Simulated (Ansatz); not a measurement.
C₂H₁₀SiSn (SMILES [CH3][SnH]([CH3])[SiH3])

The calculation's input:

```
crystal:
  periodic: [false, false, false]
  atoms:
    - {symbol: C, position_ang: [-0.937031, 1.517024, -1.112187]}
    - {symbol: Sn, position_ang: [-0.400726, 0.142626, 0.448275]}
    - {symbol: C, position_ang: [1.477999, 0.750994, 1.292029]}
    - {symbol: Si, position_ang: [-0.244332, -2.249510, -0.471829]}
    - {symbol: H, position_ang: [-0.187667, 1.492011, -1.903877]}
    - {symbol: H, position_ang: [-0.991781, 2.528819, -0.708694]}
    - {symbol: H, position_ang: [-1.906285, 1.252520, -1.535007]}
    - {symbol: H, position_ang: [-1.600454, 0.211618, 1.675362]}
    - {symbol: H, position_ang: [1.399040, 1.771527, 1.668611]}
    - {symbol: H, position_ang: [2.257364, 0.714362, 0.530325]}
    - {symbol: H, position_ang: [1.756611, 0.091753, 2.114202]}
    - {symbol: H, position_ang: [0.125932, -3.213119, 0.600681]}
    - {symbol: H, position_ang: [0.792668, -2.327669, -1.538003]}
    - {symbol: H, position_ang: [-1.541335, -2.682944, -1.059910]}
basis:
  gaussian: {orbitals: def2-TZVPP}
hamiltonian: {xc: pbe0, dispersion: d4}
output: {orbitals: {seedname: orbitals}}
```

Command:

```sh
ansatz run in.yaml --threads 2 --pin off --events-out ev --progress --plain --max-ram 20480MiB --backend cuda --devices 0, --max-vram 18GiB
```

Geometry: PBE0-D4/def2-TZVP; core potentials replace the inner electrons of Sn.

All numbers below come from RKS PBE0-D4/def2-TZVPP (Ansatz 0.2.0).

### What can the converged electron density and electron localisation function tell about the bonding?

C–Sn (2.15 Å): the density is about 0.71 e/Å³ at the midpoint; the ELF peaks at about 0.90 in the valence shell of C, 0.7 Å from its nucleus, and drops to about 0.20 between the two atoms.
Si–Sn (2.57 Å): the density is about 0.51 e/Å³ at the midpoint; the ELF peaks at about 0.95 between the atoms: a shared electron pair.
C–H (1.09 Å): ρ is about 2 e/Å³ halfway; the ELF climbs to about 1 towards the hydrogen, as it does in any bond to H: a covalent bond by its length.
Si–H (1.49 Å): the density is about 0.79 e/Å³ at the midpoint; the ELF climbs to about 1 towards the hydrogen.

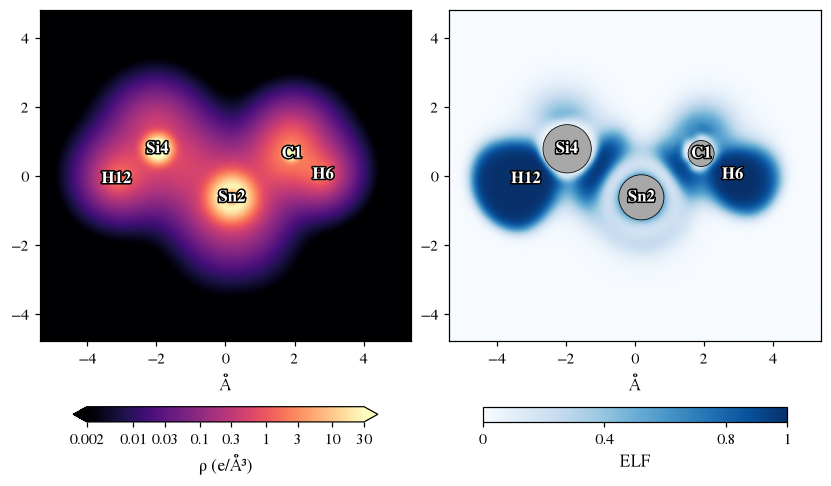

Computed electron density and electron localisation function on the plane of atoms Sn2, C1 and H6, in this order. Grey discs cover the atomic cores in the ELF map. 
